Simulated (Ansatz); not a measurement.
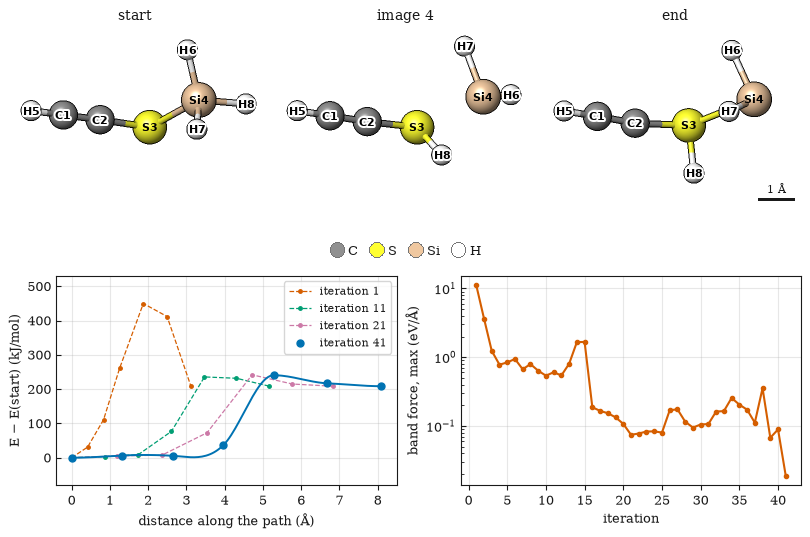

A search for the minimum-energy path of C₂H₄SSi by the nudged elastic band. Images are numbered from 0 (start) to 6 (end). The plot follows the band through its iterations. A ball-and-stick model, seen from a free direction.

Level of theory: Ansatz 0.2.0, RKS PBE-D4/def2-SVP. Run with 5 movable images; climbing image; force threshold 0.05 eV/Å; iteration limit 60; starting path through a guess of the saddle point.

> Did the band converge, and can the barrier be trusted?

The result is final at these settings. The band converged in 41 iterations. The largest component of the band force went from 11 to 0.019 eV/Å. The climbing image converged on the top of the path. Its vibrational analysis gives one imaginary mode (548i cm⁻¹), as a transition state must have. The first iteration put the highest image at 449.8 kJ/mol. The highest point, image 4, lies 240.6 kJ/mol above the start and 32.0 kJ/mol above the end; the end is at +208.6 kJ/mol relative to the start.

Cost: 3.9 min on 2 threads of Arm Neoverse V1, with other jobs on the host, peak memory 0.12 GiB.
